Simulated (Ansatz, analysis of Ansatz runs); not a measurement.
# Reproducing a measured local vibrational mode: Al-H pair in alpha-quartz, part 2 of 2

Aim: the local vibrational mode of the Al-H pair in alpha-quartz, to be set beside the measurement. Set-up: PBE, 72-site cell, PBE lattice, 420 eV, k: the single point 1/4 1/4 1/4, anharmonic cut along the mode. The model is a cell of 72 host atoms with Al put on another atom's site and H put in between. The frequencies come from force constants among the defect atom and its neighbours, with the masses of the isotopes named.

Ansatz 0.2.0; PBE, 72-site cell, PBE lattice, 420 eV, k: the single point 1/4 1/4 1/4, anharmonic cut along the mode.

So far: The starting structure; Relaxation, charge 0.

## 2. Relaxation, charge 0 (continued)

Level of this step: plane-wave PAW DFT, PBE; relaxation of all atoms of a defect supercell (Ansatz).

The steps of the relaxation:

```
step  energy less that of the first step (eV)  largest force component (eV/Å)
   1                                   0.0000                         23.8517
   2                                  -4.4274                         12.2711
   3                                  -7.4577                          5.4921
   4                                  -8.5637                          1.9489
   5                                  -9.0107                          1.6796
   6                                  -9.2832                          0.8821
   7                                  -9.4508                          0.5487
   8                                  -9.5187                          0.4119
   9                                  -9.5400                          0.2233
  10                                  -9.5461                          0.2267
  11                                  -9.5596                          0.0493
  12                                  -9.5661                          0.4092
  13                                  -9.5703                          0.1892
  14                                  -9.5774                          0.1176
  15                                  -9.5821                          0.0693
  16                                  -9.5826                          0.0201
  17                                  -9.5825                          0.0354
  18                                  -9.5826                          0.0201
  19                                  -9.5825                          0.0348
  20                                  -9.5827                          0.0071
```

Relaxation steps 17, 19 were tried and not accepted.

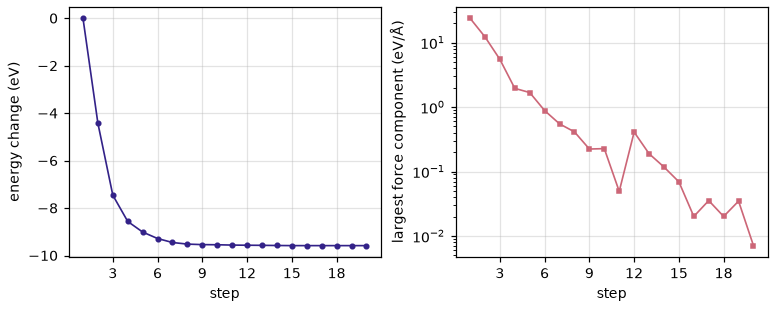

Energy and largest force along the relaxation.

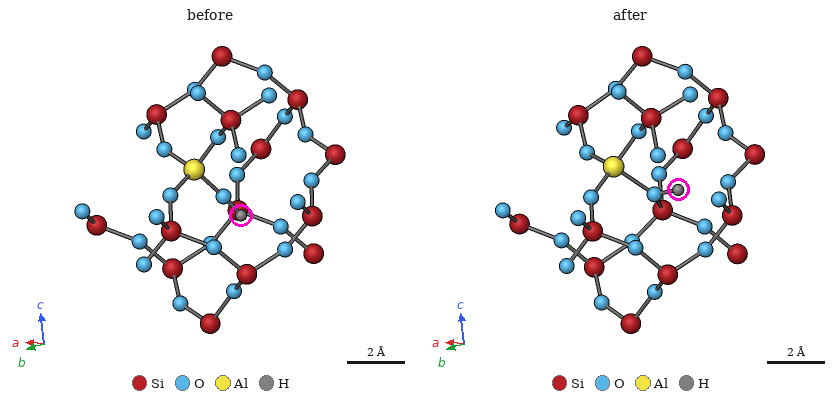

Before and after: the atoms that start within 5 Å of the centre. H73, which moves most, is ringed if it is among them.

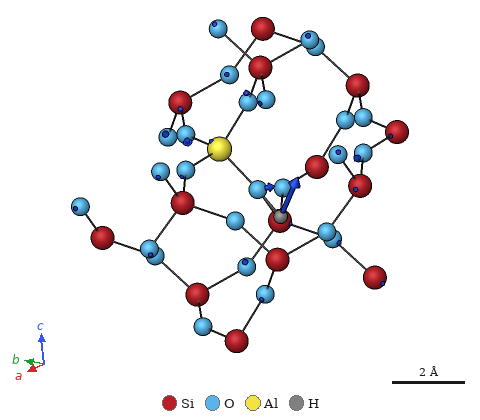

Displacements in the relaxation from the typed sites near the centre, scaled, the mean shift taken out; the longest in the cell stands for 1.44 Å.

The atoms that moved most (Å, from the sites as typed, ahead of the random displacement, the mean shift of all atoms taken out):

```
atom      dx      dy      dz  length
 H73  -1.115  -0.070   0.914   1.444
  O4  -0.247  -0.240   0.017   0.345
 O15   0.240  -0.159  -0.170   0.334
 O63   0.243   0.054  -0.087   0.264
 O52   0.182  -0.048   0.100   0.213
 O16   0.038  -0.004   0.191   0.195
 O31   0.118   0.134  -0.059   0.188
  O5  -0.129   0.088   0.057   0.166
```

Neighbours of the ideal centre at the end:

```
atom  distance (Å)
  O4         0.572
Al12         1.421
 H73         1.448
 Si1         2.002
 O15         2.407
  O9         2.409
 O16         2.565
  O5         2.742
```

Neighbours of the added atoms: H73: O4 0.99, O63 2.06, Si1 2.27 Å.

Numbers from this step:

| Item | Value |
| --- | --- |
| free energy | -42495.4007 eV |

The relaxation ends 131 meV an atom lower than the displaced start, with a largest force component of 0.0071 eV/Å.

## 3. Local vibrational modes

A local mode lives on the defect and the atoms next to it, so only the sites listed in the input are displaced, which costs far fewer SCF runs than the whole cell would.

This step: plane-wave PAW DFT, PBE; finite-displacement force constants among the atoms nearest to a defect, the others at rest.

Contents of modes/input.yaml:

```yaml
crystal:
  lattice:
    - [10.03667686, 0.0, 0.0]
    - [-5.01833843, 8.69201713, 0.0]
    - [0.0, 0.0, 11.01794812]
  atoms:
    - { symbol: Si, position: [0.229653489, -0.012055109, 0.33020482] }
    - { symbol: Si, position: [0.000910455, 0.243582646, 0.16215262] }
[... 1 atom line left out ...]
    - { symbol: O, position: [0.168868841, 0.100330741, 0.398661358] }
    - { symbol: O, position: [0.364296544, 0.089190053, 0.235619228] }
[... 3 atom lines left out ...]
    - { symbol: O, position: [0.296512748, 0.428066795, 0.428107416] }
[... 2 atom lines left out ...]
    - { symbol: Al, position: [0.269028028, 0.270317298, 0.507975321] }
[... 2 atom lines left out ...]
    - { symbol: O, position: [0.435814544, 0.274463682, 0.548355471] }
    - { symbol: O, position: [0.13173315, 0.206676858, 0.62018607] }
[... 2 atom lines left out ...]
    - { symbol: Si, position: [0.238280778, 0.503280569, 0.329327587] }
[... 6 atom lines left out ...]
    - { symbol: O, position: [0.075331239, 0.859010157, 0.264617102] }
    - { symbol: O, position: [0.290408544, 0.921221, 0.436318307] }
[... 35 atom lines left out ...]
    - { symbol: O, position: [0.820307938, 0.927030263, 0.428231087] }
[... 9 atom lines left out ...]
    - { symbol: H, position: [0.055967889, 0.045022767, 0.409944417] }
basis:
  ecutwfc: 420
  xc_grid: 2
hamiltonian:
  xc: pbe
kpoints:
  mp_grid: { grid: [1, 1, 1], shift: [0.25, 0.25, 0.25] }
scf:
  occupations: { method: fermi_dirac, width: 0.01 }
  max_iter: 120
output: {}
checkpoint:
  read: "../relax.run"
phonons:
  supercell: [1, 1, 1]
  displaced_sites: [0, 3, 11, 62, 72]
```

Run with:

```console
$ ansatz run input.yaml --threads 2 --pin off --max-ram 3768MiB --backend cpu --events-out ev --progress --plain --runs-dir out
```

Numbers of over 12 decimals in the logs are rounded to 6 here.

What it wrote:

```text
[...]
Crystal: 73 atoms, lattice volume = 961.194 Å³
Basis set: ecut = 420 eV, 18781 PW (Γ), exchange–correlation on 144×144×150 points (8 copies of the dense FFT grid, shifted against one another)
Bands: 265, of which v1, the nominal top of the filled ones, is band 192 counted from 1 (191 counted from 0)
Symmetry: 1 space group operations
k-points: 1
[...]
iter 1 solved again at ethr=2.52e-11 eV; its pass at ethr=3.10e-3 eV (dr2=9.66e-8 eV) is discarded
[...]
SCF iter   6: F=-42495.400715 eV  HF=-42495.400715 eV  |F-HF|=7.28e-12  |Δ(HF+E_count)|=  2.91e-11  Δρ=1.88e-8  dr2=3.29e-12  ethr=1.00e-12  ⟨swp⟩=4.0  Hψ=784  notcnv=0
SCF 1 converged in 6 iterations: F = -42495.400715 eV  dr2 = 3.29e-12
[...]
SCF 2 converged in 9 iterations: F = -42495.400614 eV  dr2 = 7.99e-13
[...]
symmetry images taken by strict's conditions (phonons.symmetry_images: auto; settled by no image being taken that strict refuses)
  force constants formed among 5 of 73 sites (Si 0, O 3, Al 11, O 62, H 72); the other 68 at rest. The modes move the named sites alone.
  the frequencies, the zero-point energy and the sums are of the block with the acoustic sum rule laid on its rows. Row sums over every site: 1.8e-4 eV/Å² at the most
  transpose residual: 4.6e-4 eV/Å²
  largest component of a force at the reference: 7.1e-3 eV/Å on a named site, 5.4e-3 eV/Å on a site at rest
  frequencies among the named sites at Γ of the cell (cm⁻¹): 254.55 288.45 313.58 347.74 426.61 521.80 538.39 601.00 607.39 693.91 703.44 787.51 921.50 1171.24 3378.22
  unstable modes among the named sites: 0
  frequencies as built, with no sum rule (cm⁻¹): 254.54 288.44 313.58 347.74 426.61 521.80 538.38 601.00 607.39 693.91 703.44 787.51 921.50 1171.23 3378.22
  zero-point energy: 0.716340 eV/cell   skipped modes (ω ≤ 0): 0
  not written: the harmonic force-constant file, the file of eigenvectors (these modes' are written with the force constants), the density of states and the dispersion, which are of every site
[key lines of the parts left out:]
SCF converged after 6 iterations
Free energy (F): -42495.400715 eV
Fermi energy:    5.317463 eV
```

Wall time 14 min (2 threads of Arm Neoverse V1, shared host); peak memory 1.6 GiB.

Read from the output:

| Item | Value |
| --- | --- |
| free energy | -42495.4007 eV |

The modes with the largest weight on the probed atoms (the light atom of a pair), for the masses of each isotope. Modes of the displaced atoms (local only where they lie over the host's phonons):

```
isotopes  mode (cm⁻¹)  share of the defect atoms
       H         3378                       0.94
       H         1171                      0.886
       H        538.4                      0.682
       D         2461                      0.885
       D        896.5                      0.511
       D          406                      0.767
```

## 4. Point 1 along the mode

A light atom samples the curved part of its well, so the energy is mapped along the mode and the one-dimensional Schrödinger equation solved on it.

This step: plane-wave PAW DFT, PBE; single point of a defect supercell.

Contents of cut0/input.yaml:

```yaml
crystal:
  lattice:
    - [10.03667686, 0.0, 0.0]
    - [-5.01833843, 8.69201713, 0.0]
    - [0.0, 0.0, 11.01794812]
  atoms:
    - { symbol: Si, position: [0.229628339, -0.012029411, 0.330226055] }
    - { symbol: Si, position: [0.000910455, 0.243582646, 0.16215262] }
[... 1 atom line left out ...]
    - { symbol: O, position: [0.166787302, 0.099335068, 0.398869061] }
    - { symbol: O, position: [0.364296544, 0.089190053, 0.235619228] }
[... 3 atom lines left out ...]
    - { symbol: O, position: [0.296512748, 0.428066795, 0.428107416] }
[... 2 atom lines left out ...]
    - { symbol: Al, position: [0.269007841, 0.270284734, 0.507955926] }
[... 2 atom lines left out ...]
    - { symbol: O, position: [0.435814544, 0.274463682, 0.548355471] }
    - { symbol: O, position: [0.13173315, 0.206676858, 0.62018607] }
[... 2 atom lines left out ...]
    - { symbol: Si, position: [0.238280778, 0.503280569, 0.329327587] }
[... 6 atom lines left out ...]
    - { symbol: O, position: [0.075331239, 0.859010157, 0.264617102] }
    - { symbol: O, position: [0.290408544, 0.921221, 0.436318307] }
[... 35 atom lines left out ...]
    - { symbol: O, position: [0.820403064, 0.927083828, 0.428231479] }
[... 9 atom lines left out ...]
    - { symbol: H, position: [0.089005117, 0.060832178, 0.406671015] }
basis:
  ecutwfc: 420
  xc_grid: 2
hamiltonian:
  xc: pbe
kpoints:
  mp_grid: { grid: [1, 1, 1], shift: [0.25, 0.25, 0.25] }
scf:
  occupations: { method: fermi_dirac, width: 0.01 }
  max_iter: 120
output:
  forces: true
checkpoint:
  read: "../relax.run"
```

What it wrote:

```text
[...]
Warning: checkpoint.read: the run can stay near the saved state's solution: 5 site(s) moved relative to the saved geometry (max |Δs| = 3.304e-2 fractional); [...]
[...]
Crystal: 73 atoms, lattice volume = 961.194 Å³
Basis set: ecut = 420 eV, 18781 PW (Γ), exchange–correlation on 144×144×150 points (8 copies of the dense FFT grid, shifted against one another)
Bands: 265, of which v1, the nominal top of the filled ones, is band 192 counted from 1 (191 counted from 0)
Symmetry: 1 space group operations
[...]
k-points: 1
[...]
SCF iter   4: F=—  HF=-42490.920831 eV  |F-HF|=—  |Δ(HF+E_count)|=   2.61e-3  Δρ=2.93e-4  dr2=5.72e-4  ethr=3.91e-6  ⟨swp⟩=3.0  Hψ=393  notcnv=0  defer=26
automatic band count: iteration 4 solves 222 bands in place of 265: the levels show a gap, and the empty bands left out lie too high to hold charge; the band table lists the bands solved (type scf.n_extra_bands for more)
[...]
SCF converged after 9 iterations
Free energy (F): -42490.919603 eV
[...]
Internal energy: -42490.919603 eV  (E = F + TS)
E sigma→0 (E₀):  -42490.919603 eV
Fermi energy:    5.324916 eV
[...]
--- Forces (eV/Å), atoms counted from 1 ---
  atom   1  Si     0.32774582    -0.16282858    -0.19797194
  atom   2  Si    -0.06159732    -0.07113491     0.02812771
  [... 1 atom left out ...]
  atom   4  O     38.00173350    21.32068057    -5.53691206
  atom   5  O     -0.11646411    -0.04039117     0.11810447
  [... 3 atoms left out ...]
  atom   9  O      0.02555045    -0.07270577     0.00467824
  [... 2 atoms left out ...]
  atom  12  Al     0.01539903     0.22086281     0.16555653
  [... 2 atoms left out ...]
  atom  15  O     -0.07220338    -0.04112090    -0.07168559
  atom  16  O      0.07878321    -0.00439957    -0.07027447
  [... 9 atoms left out ...]
  atom  26  O      0.02595860     0.15165308     0.10898292
  atom  27  O     -0.12547729     0.13126513    -0.05665917
  [... 45 atoms left out ...]
  atom  73  H    -38.05035152   -21.40945418     5.53685373
  max |Σ_I F_I| component: 2.25e-5 eV/Å
```

Wall time 32 s (2 threads); peak memory 1.6 GiB; 62 s of CPU time.

Numbers from this step:

- free energy: -42490.9196 eV

The series, run alike:

```
                   run    outcome  energy less the first (eV)  moment (μB)  time
point 1 along the mode  converged                      0.0000         0.00  32 s
point 2 along the mode  converged                     -2.6202         0.00  32 s
point 3 along the mode  converged                     -3.7770         0.00  32 s
point 4 along the mode  converged                     -4.3377         0.00  31 s
point 5 along the mode  converged                     -4.3838         0.00  31 s
point 6 along the mode  converged                     -4.1579         0.00  32 s
point 7 along the mode  converged                     -3.8958         0.00  32 s
point 8 along the mode  converged                     -3.5856         0.00  32 s
point 9 along the mode  converged                     -3.2970         0.00  32 s
```

## 5. Anharmonic fundamental

Analysis of the runs above: one-dimensional Schroedinger equation on a polynomial through PBE energies along the local mode.

It gives:

| Item | Value |
| --- | --- |
| stretch | 3155 cm⁻¹ |
| stretch harmonic | 3378 cm⁻¹ |

Energy against normal coordinate:

```
normal coordinate (amu½ Å)  energy (eV)
                    -0.300         4.48
                    -0.220         1.86
                    -0.150        0.704
                    -0.075        0.143
                     0.000            0
                     0.075       0.0973
                     0.150        0.323
                     0.220        0.585
                     0.300        0.895
                     0.380         1.18
```

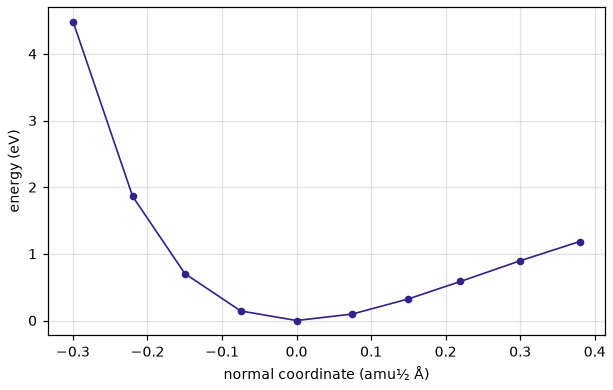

Energy against normal coordinate.

## 6. What came out

* distance from the defect atom to its nearest neighbour: 0.989 Å
* O-H stretch, 1H: 3155 cm⁻¹
* time of the whole chain: 26 min on 2 threads

What this shows: O-H stretch, 1H: computed 3155 cm⁻¹, measured 3378 cm⁻¹ and 3313 cm⁻¹; 158 cm⁻¹ (5 %) below the nearest measurement. The anharmonic cut moves the O-H stretch, 1H from 3378 to 3155 cm⁻¹; a straight cut leaves out the coupling to the other modes. Only the named neighbours move, so modes near the host's band are approximate.

[Logs are printed without paths, hosts, clocks, repeated set-up lines and the standing remarks that a program may print on its own settings, such as how far it seeks lower states.]

[Hosts, paths, dates, database ids (printed as entryN), source tags and the programs' standing remarks are cut or masked in the printed files.]

[For some hosts the program warned that the k-mesh of the response run may be too coarse for force constants and the static dielectric constant; such warnings are not shown here.]
